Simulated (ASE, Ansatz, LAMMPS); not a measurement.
# (14,0) carbon nanotube (168 atoms): support functions against a reference

Wanted: errors and times of a linear-scaling basis for (14,0) carbon nanotube (168 atoms). A setting counts as converged where the r.m.s. difference of forces stays under 1 % of the r.m.s. force.

Calculated with Ansatz 0.2.0; Kohn-Sham DFT, LDA, PAW (set soft_2), plane waves.

### Step 1. The structure

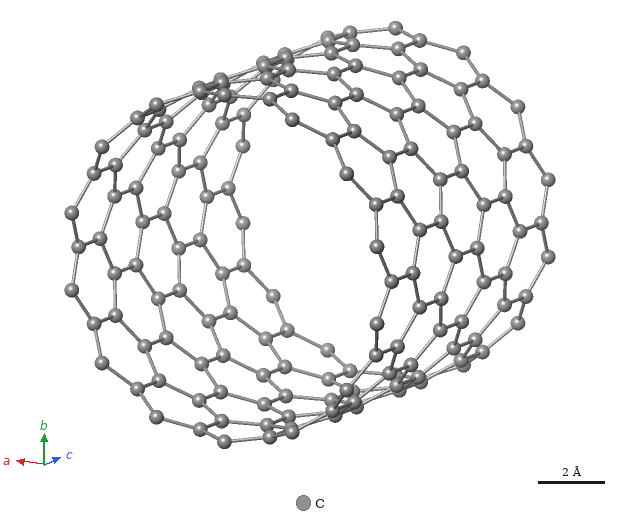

The cell as given, at a slant to the c axis (carbon grey).

The cell holds 168 atoms: 168 C. Cell: a = 22.963 Å, b = 22.963 Å, c = 12.566 Å, α = 90.0°, β = 90.0°, γ = 90.0°. It derives from C (graphene). Graphene sheet (a = 2.46 Å) rolled into a (14,0) tube of diameter 10.96 Å, 3 periods, 12 Å of vacuum; minimised with a classical potential (one cell length free). Vacuum lies along a and b. The structure repeats along c.

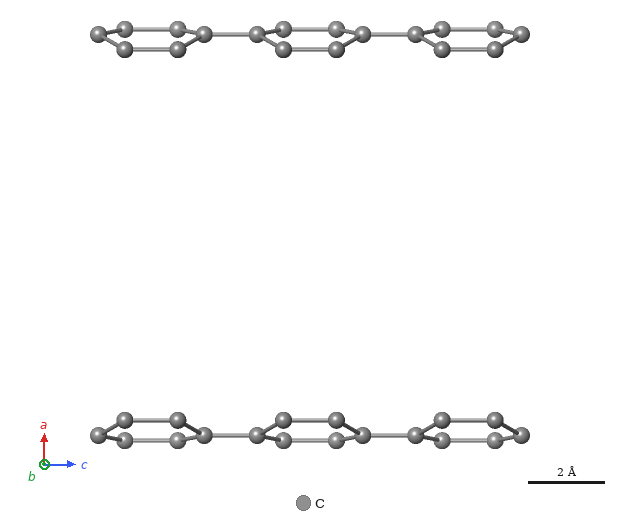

A slice 6 Å thick through the middle of the cell.

Limits known from the start: Beside vacuum, support functions can miss their usual error bounds without a warning. The Brillouin zone is sampled at Γ only, in a cell whose periodic width is 13 Å.

### Step 2. The classical run that made the cell

A minimisation with a classical potential prepares the built cell.

This step: classical potential: AIREBO (Stuart, Tutein and Harrison, J. Chem. Phys. 112, 6472 (2000)) (LAMMPS stable Jul 2025 - Update 4).

Input file in.lammps:

```
units metal
atom_style atomic
boundary p p p
atom_modify map array
read_data structure.data
pair_style airebo 3.0 1 1
pair_coeff * * CH.airebo C
thermo_style custom step temp pe press lx ly lz fmax
thermo 200
min_style cg
minimize 0 1e-4 3000 30000
fix box all box/relax z 0.0 vmax 0.001
minimize 0 1e-4 3000 30000
unfix box
minimize 0 1e-4 2000 20000
write_data relaxed.data nocoeff
```

Launch:

```
$ lmp -in in.lammps -log log.lammps -screen none -nocite
```

Numbers of over 12 decimals in the logs are rounded to 6 here.

The program printed:

```text
LAMMPS (22 Jul 2025 - Update 4)
  168 atoms
   Step          Temp          PotEng         Press            Lx             Ly             Lz            Fmax     
         0   0             -1238.726      -22862.583      22.962592      22.962592      12.782535      0.12407701   
         8   0             -1239.4457     -12475.088      22.962592      22.962592      12.782535      1.2691417e-05
Loop time of 0.129466 on 1 procs for 8 steps with 168 atoms
Minimization stats:
  Stopping criterion = force tolerance
  Energy initial, next-to-last, final = 
     -1238.72598789113  -1239.44571566236  -1239.44571621623
  Force two-norm initial, final = 1.7845221 9.5522913e-05
  Force max component initial, final = 0.12407701 1.2691417e-05
  Iterations, force evaluations = 8 16
   Step          Temp          PotEng         Press            Lx             Ly             Lz            Fmax     
[... 3 lines left out ...]
Loop time of 1.31923 on 1 procs for 244 steps with 168 atoms
Minimization stats:
  Stopping criterion = force tolerance
  Energy initial, next-to-last, final = 
     -1239.44571621623  -1240.77573380853  -1240.77573380851
  Force two-norm initial, final = 157.43808 9.8081119e-05
  Force max component initial, final = 157.43808 5.8495136e-05
  Iterations, force evaluations = 244 473
   Step          Temp          PotEng         Press            Lx             Ly             Lz            Fmax     
       252   0             -1240.7757     -0.21294445     22.962592      22.962592      12.56601       6.6974628e-06
       253   0             -1240.7757     -0.19601165     22.962592      22.962592      12.56601       5.5219313e-06
Loop time of 0.0097953 on 1 procs for 1 steps with 168 atoms
Minimization stats:
  Stopping criterion = force tolerance
  Energy initial, next-to-last, final = 
     -1240.77573380851  -1240.77573380851  -1240.77573380861
  Force two-norm initial, final = 7.8728806e-05 6.0276344e-05
  Force max component initial, final = 6.6974628e-06 5.5219313e-06
  Iterations, force evaluations = 1 2
```

It took 2.2 s on 1 thread of Intel Xeon at 2.80GHz (Skylake/Cascade Lake), shared host.

### Step 3. Plane-wave single point

The first run fixes the reference, at a cutoff of 420 eV.

Input file input.yaml:

```yaml
crystal:
  lattice:
    - [22.96259, 0.0, 0.0]
    - [0.0, 22.96259, 0.0]
    - [0.0, 0.0, 12.56601]
  atoms:
    - { symbol: C, position: [0.73649, 0.5, 0.11964] }
    - { symbol: C, position: [0.73056, 0.55262, 0.06426] }
    - { symbol: C, position: [0.71307, 0.60261, 0.11964] }
    - { symbol: C, position: [0.6849, 0.64745, 0.06426] }
    - { symbol: C, position: [0.73056, 0.55262, 0.28631] }
    - { symbol: C, position: [0.71307, 0.60261, 0.23093] }
    - { symbol: C, position: [0.64745, 0.6849, 0.11964] }
    - { symbol: C, position: [0.60261, 0.71307, 0.06426] }
    - { symbol: C, position: [0.6849, 0.64745, 0.28631] }
    - { symbol: C, position: [0.64745, 0.6849, 0.23093] }
    - { symbol: C, position: [0.55262, 0.73056, 0.11964] }
    - { symbol: C, position: [0.5, 0.73649, 0.06426] }
    - { symbol: C, position: [0.60261, 0.71307, 0.28631] }
    - { symbol: C, position: [0.55262, 0.73056, 0.23093] }
    - { symbol: C, position: [0.44738, 0.73056, 0.11964] }
    - { symbol: C, position: [0.39739, 0.71307, 0.06426] }
    - { symbol: C, position: [0.5, 0.73649, 0.28631] }
    - { symbol: C, position: [0.44738, 0.73056, 0.23093] }
    - { symbol: C, position: [0.35255, 0.6849, 0.11964] }
    - { symbol: C, position: [0.3151, 0.64745, 0.06426] }
    - { symbol: C, position: [0.39739, 0.71307, 0.28631] }
    - { symbol: C, position: [0.35255, 0.6849, 0.23093] }
    - { symbol: C, position: [0.28693, 0.60261, 0.11964] }
    - { symbol: C, position: [0.26944, 0.55262, 0.06426] }
    - { symbol: C, position: [0.3151, 0.64745, 0.28631] }
    - { symbol: C, position: [0.28693, 0.60261, 0.23093] }
    - { symbol: C, position: [0.26351, 0.5, 0.11964] }
    - { symbol: C, position: [0.26944, 0.44738, 0.06426] }
    - { symbol: C, position: [0.26944, 0.55262, 0.28631] }
    - { symbol: C, position: [0.26351, 0.5, 0.23093] }
    - { symbol: C, position: [0.28693, 0.39739, 0.11964] }
    - { symbol: C, position: [0.3151, 0.35255, 0.06426] }
    [... 130 atom lines left out ...]
    - { symbol: C, position: [0.71307, 0.39739, 0.78631] }
    - { symbol: C, position: [0.73056, 0.44738, 0.73093] }
    - { symbol: C, position: [0.6849, 0.35255, 0.95297] }
    - { symbol: C, position: [0.71307, 0.39739, 0.89759] }
    - { symbol: C, position: [0.73056, 0.44738, 0.95297] }
    - { symbol: C, position: [0.73649, 0.5, 0.89759] }
kpoints:
  mp_grid: { grid: [1, 1, 1] }
hamiltonian:
  xc: lda
scf:
  occupations: { method: gaussian, width: 0.025 }
output:
  forces: true
  populations: intrinsic
  dos:
    method: { smearing: { sigma: 0.1 } }
    de: 0.1
    projected: { site_lists: { C: [C] } }
  eigenvalues: true
  write_density: true
  write_potential: true
  volumetric_format: npy
```

Launch:

```
$ ansatz run input.yaml --threads 8 --pin off --max-ram 15872MiB --backend cpu --events-out ev --progress --plain --runs-dir out
```

The program printed:

```text
Warning: the atoms were moved onto the symmetric positions of the space group found under crystal.symmetry.tolerance 1.0e-5 (fractional; no operation is sought that the atoms, as they stand in a round, miss by more than twice it, and no atom is moved by as much as it), and the run uses the moved positions. [...]
Engine: ansatz 0.2.0, aarch64-unknown-linux-gnu
Pseudopotentials: kind: paw
Pseudopotential: C, paw, valence charge 4, recommended cutoff 420 eV (normal), C.paw.azcp
Functional definition: SPW92
  exchange = slater_x
  correlation = pw_c
Crystal: 168 atoms, lattice volume = 6625.813 Å³
Basis set: ecut = 420 eV, 129517 PW (Γ)
Bands: 504, of which v1, the nominal top of the filled ones, is band 336 counted from 1 (335 counted from 0)
Symmetry: 48 space group operations
Space group: P42/mmc (ITA 131), of the structure as read, at distance tolerance 1.9e-4 Å
k-points: 1
Non-local potential: C, projectors of the file, l = 0: 2, l = 1: 2, l = 2: 1
PAW form: soft (Blöchl's): semilocal exchange-correlation on the pseudo side does not see the compensation charge
PAW frozen core: C, regenerated for the run's functional, and the local potential with it (the file was generated under x = pbe(κ = 0.804, μ = 0.219515), c = pbe(β = 0.066725))
PAW one-centre angular grid: C, 110 points (default); XC on 64 Gauss nodes
Initial density: superposition of atomic densities (neutral atoms: chi_scale 0, normalization atom), corrected by the library's trained network
Initial wavefunctions: pseudopotential atomic-orbital guess
Functional: x = slater, c = lda
SCF iter   1: F=—  HF=-40802.534200 eV  |F-HF|=—  |Δ(HF+E_count)|=         —  Δρ=3.19e-3  dr2=6.20e-1  ethr=1.77e-3  ⟨swp⟩=7.0  Hψ=2416  notcnv=0  defer=136
preconditioner: auto → Resta (q_TF=auto, 1.863 Å⁻¹)  ε∞=1.6  [insulator: Δε(μ)=0.733 eV  Ē_g=14.776 eV  σ=0.025 eV  W_gap=1.00  n_scr=718 (ndim 8)  ℏωp=11.8 eV  f_vac=0.741  D(μ)=0.00/eV (n_scr^D=0)  ε∞_Penn≈1.6  vacuum switching on, ρ_ref=1.6e-2 e/Å³]
SCF iter   2: F=—  HF=-40802.480010 eV  |F-HF|=—  |Δ(HF+E_count)|=   5.42e-2  Δρ=1.48e-3  dr2=6.74e-2  ethr=9.23e-5  ⟨swp⟩=2.0  Hψ=896  notcnv=0  defer=164
SCF iter   3: F=—  HF=-40802.507011 eV  |F-HF|=—  |Δ(HF+E_count)|=   2.70e-2  Δρ=6.26e-4  dr2=1.29e-2  ethr=1.00e-5  ⟨swp⟩=2.0  Hψ=652  notcnv=0  defer=164
SCF iter   4: F=—  HF=-40802.529952 eV  |F-HF|=—  |Δ(HF+E_count)|=   2.29e-2  Δρ=2.49e-5  dr2=5.26e-5  ethr=1.92e-6  ⟨swp⟩=2.0  Hψ=511  notcnv=0  defer=164
SCF iter   5: F=—  HF=-40802.531883 eV  |F-HF|=—  |Δ(HF+E_count)|=   1.93e-3  Δρ=8.02e-6  dr2=5.84e-6  ethr=7.82e-9  ⟨swp⟩=3.0  Hψ=738  notcnv=0  defer=164
SCF iter   6: F=—  HF=-40802.531886 eV  |F-HF|=—  |Δ(HF+E_count)|=   3.06e-6  Δρ=1.83e-6  dr2=4.79e-7  ethr=8.69e-10  ⟨swp⟩=2.0  Hψ=598  notcnv=0  defer=164
SCF iter   7: F=—  HF=-40802.531886 eV  |F-HF|=—  |Δ(HF+E_count)|=   6.09e-8  Δρ=1.61e-6  dr2=6.46e-7  ethr=1.49e-11  ⟨swp⟩=40.0  Hψ=6960  notcnv=0
SCF iter   8: F=-40802.531886 eV  HF=-40802.531886 eV  |F-HF|=5.05e-9  |Δ(HF+E_count)|=   1.19e-7  Δρ=2.60e-7  dr2=7.23e-9  ethr=1.49e-11  ⟨swp⟩=7.0  Hψ=2994  notcnv=0
SCF 1 converged in 8 iterations: F = -40802.531886 eV  dr2 = 7.23e-9
  greatest PAW one-centre occupation: 0.676 electrons in one spin orbital (limit 2), on the C atom at site 167 (counted from 0), in its partial waves of l = 0
WARN: The output density's exchange-correlation potential varies sharply where the density is thin. Do not read a vacuum level from v_tot or v_xc, or from such a field of the output density. On a cell that repeats whose density bears no net charge and no dipole along the vacuum's axis use v_es (v_loc + v_h of the components); [...]
SCF converged after 8 iterations
Free energy (F): -40802.531886 eV
Harris-Foulkes:  -40802.531886 eV  (|F-HF|=5.05e-9)
Internal energy: -40802.531886 eV  (E = F + TS)
E sigma→0 (E₀):  -40802.531886 eV
Fermi energy:    -1.891614 eV
--- Per-component energies (eV) ---
  E_band       = -7536.364946
  E_kinetic    = 15512.133681
  E_local      = -284728.816826  (includes V_loc(G=0)·N_el)
  E_nonlocal   = 4836.494747
  E_hartree    = 134075.395156
  E_xc         = -8031.442155
  E_vxc        = -9987.356147  (∫ρ·V_xc dr)
  E_paw        = -15464.725063  (= ΣΔE_a)
  E_vpaw       = -1319.604134  (= ΣTr[D̂ρ^β])
  E_aug_tail   = 0.001829  (compensation charges beyond the density's cutoff)
  E_ewald      = 112987.870884
  E_core_change = 10.555861  (= ΣΔE_core)
  E_smearing   = -0.000000  (= −TS)
  E_closure    = -0.000000  (closes the sum)
  Σ components = -40802.531886   (vs F -40802.531886, Δ=0.00e0)
--- Forces (eV/Å), atoms counted from 1 ---
  atom   1  C      0.10174279     0.00000000    -0.02885517
  atom   2  C      0.09832084     0.02808094     0.03011528
  atom   3  C      0.09365867     0.04099962    -0.03045666
  atom   4  C      0.07667531     0.06679699     0.03046463
  atom   5  C      0.09832084     0.02808094    -0.03011528
  atom   6  C      0.09365867     0.04099962     0.03045666
  atom   7  C      0.06679699     0.07667531    -0.03046463
  atom   8  C      0.04099962     0.09365867     0.03045666
  atom   9  C      0.07667531     0.06679699    -0.03046463
  atom  10  C      0.06679699     0.07667531     0.03046463
  atom  11  C      0.02808094     0.09832084    -0.03011528
  atom  12  C      0.00000000     0.10174279     0.02885517
  atom  13  C      0.04099962     0.09365867    -0.03045666
  atom  14  C      0.02808094     0.09832084     0.03011528
[...]
atom 167  C      0.09832084    -0.02808094    -0.03011528
  atom 168  C      0.10174279    -0.00000000     0.02885517
  max |Σ_I F_I| component: 2.64e-16 eV/Å
--- Band table (eV) ---
  k-point 0: bands = ["-21.7524", "-21.6556", "-21.6556", "-21.3668", [... 488 levels ...], "5.1800", "5.1800", "5.1800", "5.1800", "5.2759", "5.2759", "5.3157", "5.3157", "5.3157", "5.3157", "5.3872", "5.3872"]
--- intrinsic populations: 168 sites ---
  site symbol       q [e]
     0      C      4.0000
     1      C      4.0000
     2      C      4.0000
[...]
167      C      4.0000
  spilling = -0.000000 (of n_electrons = 672.000000)
```

Wall time 82 s (8 threads of Arm Neoverse V2, shared host); peak memory 7.3 GiB.

The program notes that positions were snapped to a detected symmetry and the exchange-correlation potential is rough where the density is thin.

Read from the output:

* free energy: -40802.5319 eV
* free energy per atom: -242.8722 eV/atom
* SCF cycles: 8
* r.m.s. force component: 0.06142 eV/Å
* longest force: 0.1067 eV/Å
* Fermi energy: -1.892 eV
* gap (highest filled to lowest empty level): 0.7337 eV

Length of the force by element:

```
element  coordination  atoms  mean length of the force (eV/Å)  spread  least   most
      C           all    168                            0.106  3.0e-4  0.106  0.107
```

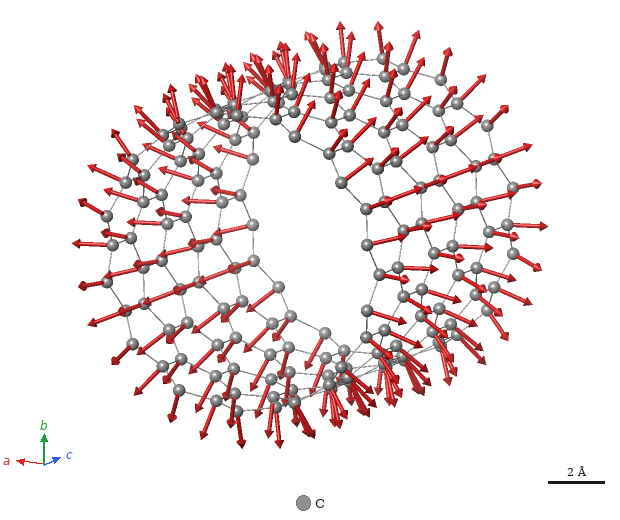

Forces as arrows; the longest in the cell is 0.107 eV/Å.

Intrinsic-atomic-orbital charges by element:

| element | coordination | atoms | mean charge (e) | spread | least | most |
| --- | --- | --- | --- | --- | --- | --- |
| C | all | 168 | 0 | 0 | 0 | 0 |

Density of states as counts of states in windows of 1 eV (from the Fermi level), total and the larger projections:

```csv
from (eV),to (eV),total,C p,C s
-14,-13,27.9,18.2,9.3
-13,-12,28.3,18.1,9.9
-12,-11,17.3,11.8,5.3
-11,-10,31.2,24.6,6.3
-10,-9,40.0,30.8,9.0
-9,-8,47.4,41.6,5.2
-8,-7,63.3,59.0,3.2
-7,-6,56.0,53.8,1.7
-6,-5,59.4,56.5,2.5
-5,-4,54.8,53.7,0.7
-4,-3,38.4,38.1,0.1
-3,-2,36.8,36.7,0.1
-2,-1,9.8,9.8,0.0
-1,0,8.0,7.9,0.0
0,1,9.4,9.2,0.0
1,2,28.8,27.5,0.2
2,3,15.6,14.3,0.0
3,4,37.7,24.2,0.2
4,5,67.3,30.4,1.2
```

Between -20 and -14 eV lie 153 more states.

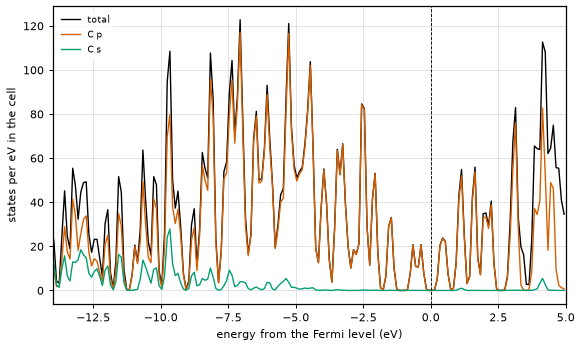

Total and projected density of states, with the broadening of the input.

The levels nearest the highest filled one (over half full), pooled over k-points and spins:

```csv
level less the highest filled one (eV),occupation
-1.09,2
-1.09,2
-0.287,2
-0.286,2
0,2
0,2
0.734,0
0.734,0
0.896,0
0.896,0
1.40,0
1.40,0
```

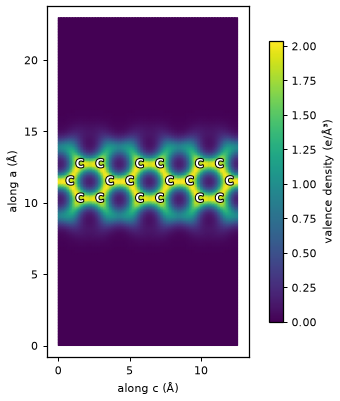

Valence density in the ca plane at fractional y = 0.264, with atoms of C within 0.2 Å of it. It is the smooth field of the valence electrons, not physical close to the nuclei.

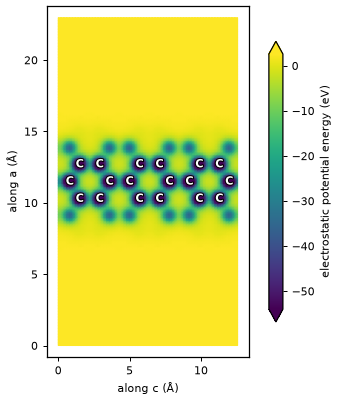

Electrostatic potential energy in the ca plane at fractional y = 0.264, with atoms of C within 0.2 Å of it. With pseudopotentials it is smooth inside the atoms' cores, unlike the true potential.

Intrinsic-atomic-orbital charges run from -0.00 to +0.00 e. The largest share in the top eV of filled states is C p (100 % of the projected weight), and in the lowest eV of empty states C p (99 % of the projected weight).

### Step 4. Distances and neighbours

Bonds and neighbours are counted at the geometry of the runs.

Normalised to the volume that the atoms fill. Pair distribution function in bins of 0.2 Å:

| r (Å) | total |
| --- | --- |
| 1.30 | 2.60 |
| 1.50 | 4.85 |
| 1.70 | 0.00 |
| 1.90 | 0.00 |
| 2.10 | 0.00 |
| 2.30 | 0.00 |
| 2.50 | 5.00 |
| 2.70 | 1.92 |
| 2.90 | 0.00 |
| 3.10 | 0.00 |
| 3.30 | 0.00 |
| 3.50 | 0.00 |
| 3.70 | 2.19 |
| 3.90 | 0.00 |
| 4.10 | 1.70 |
| 4.30 | 0.00 |
| 4.50 | 0.00 |
| 4.70 | 0.44 |
| 4.90 | 1.25 |
| 5.10 | 0.78 |
| 5.30 | 0.00 |
| 5.50 | 0.49 |
| 5.70 | 0.00 |
| 5.90 | 0.29 |
| 6.10 | 1.06 |
| 6.30 | 0.97 |
| 6.50 | 0.00 |
| 6.70 | 0.43 |

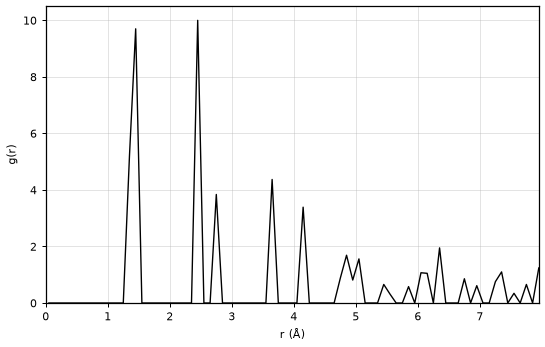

Pair distribution functions.

Bonds by pair of elements; cutoffs follow the first minimum of g(r), held within bounds set by covalent radii, and pairs that aren't listed don't count as bonded:

```csv
pair A-B,cutoff (Å),bonds,mean length (Å),spread (Å),shortest (Å),B about A,A about B
C-C,1.82,252,1.4,0.001,1.40,3,3
```

How many atoms have how many bonded neighbours:

```csv
element,mean,3
C,3,168
```

Bond angles (no mean is given where the spread exceeds 20°):

```
angle  count  mean (°)  spread (°)
C-C-C    504       120         0.3
```

The first peak of g(r) lies near 1.41 Å. By these cutoffs all C atoms have 3 bonded neighbours. The C-C-C angle averages 120° with a spread of 0.3°.

(Part 1 of 2 ends here.)

[Logs are printed without paths, hosts, clocks, repeated set-up lines and the standing remarks that a program may print on its own settings, such as how far it seeks lower states.]

[Hosts, paths, dates, database ids (printed as entryN), source tags and the programs' standing remarks are cut or masked in the printed files.]
